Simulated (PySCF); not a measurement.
# C₂H₁₁B₂NSi: electronic excitations

Aim: predict the electronic excitations of C₂H₁₁B₂NSi (`BBCCN[SiH3]`).

The runs use PySCF 2.14.0, with density-fitted response routines of our own; the level of theory stands in each step. All values are computed, except where a source is named. Atoms are numbered from 0 throughout.

### 1 The starting structure

17 atoms, charge 0, multiplicity 1; geometry from: GFN2-xTB.

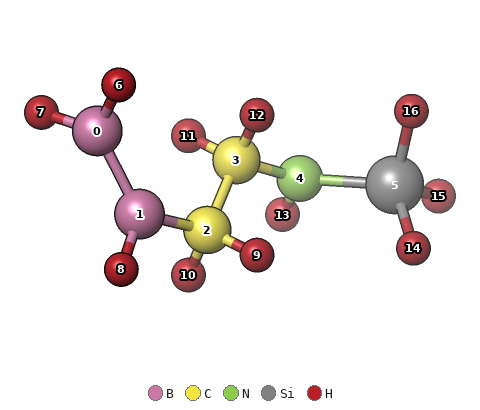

The starting geometry (boron pink, carbon yellow, nitrogen green, silicon grey, hydrogen red), atoms numbered.

### 2 Excited states and response: CAM-B3LYP/def2-SVPD

What the job is given:

```
{"job": {"kind": "uv", "xc": "CAM-B3LYP", "basis": "def2-SVPD", "nstates": 8, "ntriplets": 3}, "charge": 0, "multiplicity": 1}
B      2.961285    -0.554663     0.340448
B      2.098410     0.770584    -0.016781
C      0.553971     0.771519    -0.377454
C     -0.167096    -0.578959    -0.320043
N     -1.579223    -0.494892    -0.621249
Si    -2.758834    -0.019720     0.532251
H      3.093449    -0.952727     1.436698
H      3.536859    -1.175832    -0.472422
H      2.587254     1.842931    -0.037809
H      0.029032     1.463168     0.289021
H      0.426382     1.191835    -1.381631
H      0.304250    -1.275833    -1.023535
H     -0.072244    -0.999782     0.683247
H     -1.735224    -0.228130    -1.582500
H     -2.680986     1.371482     1.017461
H     -4.033903    -0.211107    -0.155093
H     -2.570379    -0.907845     1.679481
```

With the program's defaults for keys left out, this is: TDDFT CAM-B3LYP/def2-SVPD, vertical, gas phase, core orbitals frozen in the response.

On the command line:

```sh
$ OMP_NUM_THREADS=1 python probes_run.py task.json out
```

This one command runs all jobs of the session in turn.

Output:

```text
coarse grid: 13856 points
cycle   1  E = -476.2846253484  dE =  3.624e-01  |g| = 3.868e-01  |ddm| = 5.498e+00
cycle   2  E = -476.2932037428  dE = -8.578e-03  |g| = 3.798e-01  |ddm| = 1.477e+00
cycle   3  E = -476.3244543363  dE = -3.125e-02  |g| = 5.607e-02  |ddm| = 6.771e-01
cycle   4  E = -476.3251340026  dE = -6.797e-04  |g| = 2.255e-02  |ddm| = 1.369e-01
cycle   5  E = -476.3252626774  dE = -1.287e-04  |g| = 4.387e-03  |ddm| = 4.408e-02
cycle   6  E = -476.3252680804  dE = -5.403e-06  |g| = 9.000e-04  |ddm| = 1.309e-02
final grid: 126848 points
cycle   7  E = -476.3953859624  dE = -3.058e-05  |g| = 3.463e-03  |ddm| = 7.879e-02
cycle   8  E = -476.3953861823  dE = -2.199e-07  |g| = 3.478e-03  |ddm| = 1.203e-02
cycle   9  E = -476.3953891340  dE = -2.952e-06  |g| = 2.938e-04  |ddm| = 4.705e-03
cycle  10  E = -476.3953891489  dE = -1.484e-08  |g| = 1.878e-04  |ddm| = 8.323e-04
cycle  11  E = -476.3953891570  dE = -8.161e-09  |g| = 2.553e-05  |ddm| = 3.450e-04
cycle  12  E = -476.3953891573  dE = -2.567e-10  |g| = 5.147e-06  |ddm| = 1.016e-04
converged SCF energy = -476.3953891573

Static polarisability (au): isotropic 87.843, principal 76.384 81.664 105.480

Singlet excitations
state   eV       nm        f      main configurations
  1   4.9488    250.5   0.00268   H-1->L 0.88
  2   5.3113    233.4   0.00047   H->L+1 0.71, H-1->L+1 0.17
  3   5.3607    231.3   0.05462   H->L 0.87
  4   5.4172    228.9   0.00319   H-1->L+1 0.79, H->L+1 0.15
  5   5.9168    209.5   0.01067   H->L+2 0.65, H->L+3 0.26
  6   6.2129    199.6   0.00013   H-6->L 0.65, H-5->L 0.31
  7   6.7788    182.9   0.00108   H-2->L+1 0.59, H-5->L+1 0.15, H->L+1 0.10
  8   6.9055    179.5   0.00276   H->L+6 0.54, H->L+3 0.22, H->L+5 0.09

Triplet excitations (Tamm-Dancoff, eV): 4.2167 4.6629 5.1140
```

It took 81 s on 1 thread of Arm Neoverse N1, shared host; peak memory 0.97 GiB.

Frontier orbitals and where they lie:

```tsv
orbital	eV	atoms
HOMO−3	-11.05	Si5 31 %, H15 18 %, H14 14 %
HOMO−2	-10.76	B1 20 %, C2 15 %, Si5 13 %
HOMO−1	-9.77	B0 30 %, B1 30 %, C2 14 %
HOMO	-8.13	N4 54 %, Si5 10 %, C3 9 %
LUMO	-0.55	B0 49 %, B1 16 %, H7 11 %
LUMO+1	-0.05	B1 46 %, B0 18 %, C2 13 %
LUMO+2	0.98	B1 21 %, Si5 19 %, B0 13 %
```

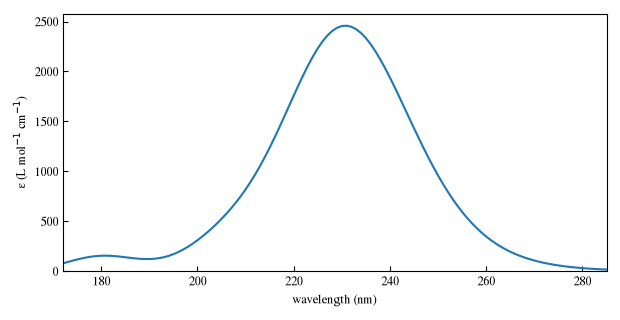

Absorption spectrum: each of the 8 states is a Gaussian band of 0.4 eV half-width at 1/e. Beyond the last state computed it falls off for lack of states.

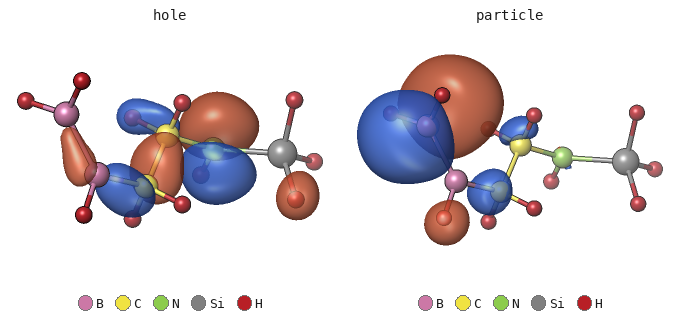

Leading natural transition orbitals of singlet state 3: the electron leaves the hole (left) for the particle orbital (right).

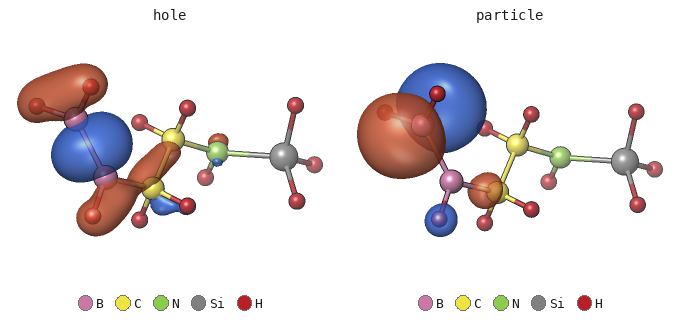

Leading natural transition orbitals of singlet state 1: the electron leaves the hole (left) for the particle orbital (right).

Further results of this job:

```tsv
property	computed
dipole moment (D)	0.99
polarisability (Å³)	13.02
HOMO–LUMO gap (eV)	7.57
−ε(HOMO) (eV)	8.13
```

The fields below are evaluated on a grid from the run's orbitals.

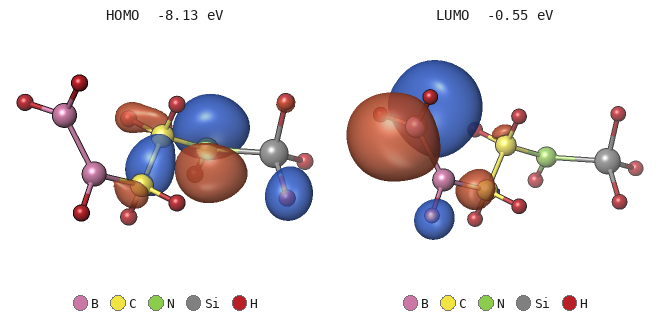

Frontier orbitals at CAM-B3LYP/def2-SVPD; each surface holds 70 % of the orbital's density, blue and red mark the sign.

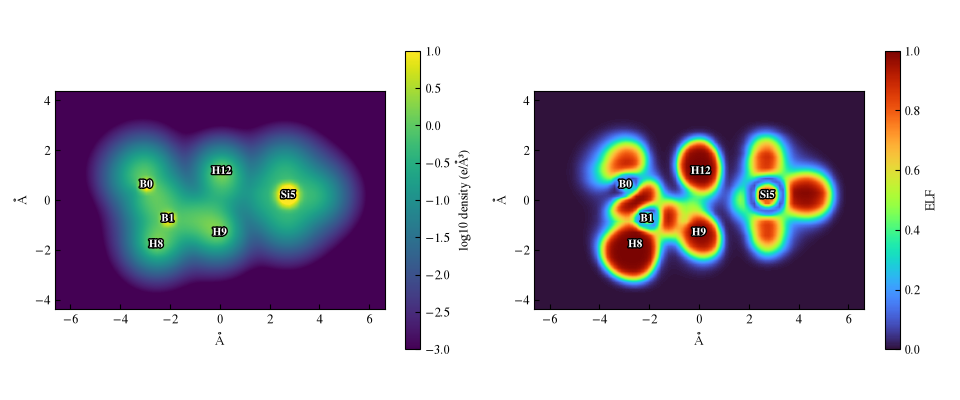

Density (left) and ELF (right) in a plane through or near 6 of the atoms.

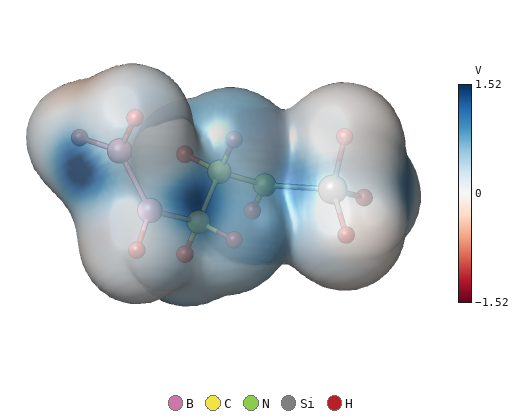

Electrostatic potential on the surface of density 0.002 e/bohr³; red is low, blue high. It runs from -0.96 V near N4 to 1.52 V near B0.

### 3 What came out

```
                                quantity                        value
    lowest singlet (CAM-B3LYP/def2-SVPD)  4.95 eV (251 nm), f = 0.003
brightest single state of those computed  state 3, 5.36 eV, f = 0.055
                          lowest triplet                      4.22 eV
   surface potential, least and greatest           -0.96 V and 1.52 V
```

In words: The lowest singlet, at 4.95 eV, is HOMO−1→LUMO 0.88 and is weak; of the 8 states computed, the strongest absorption comes from state 3 at 5.36 eV. The lowest triplet lies 0.73 eV below the lowest singlet (triplets in Tamm-Dancoff, singlets in full TDDFT). At CAM-B3LYP/def2-SVPD, counted by nearest atom on the grid, the HOMO lies on N4 56 %; H14 9 %, the LUMO on B0 47 %; H6, H7 about 16 % each.
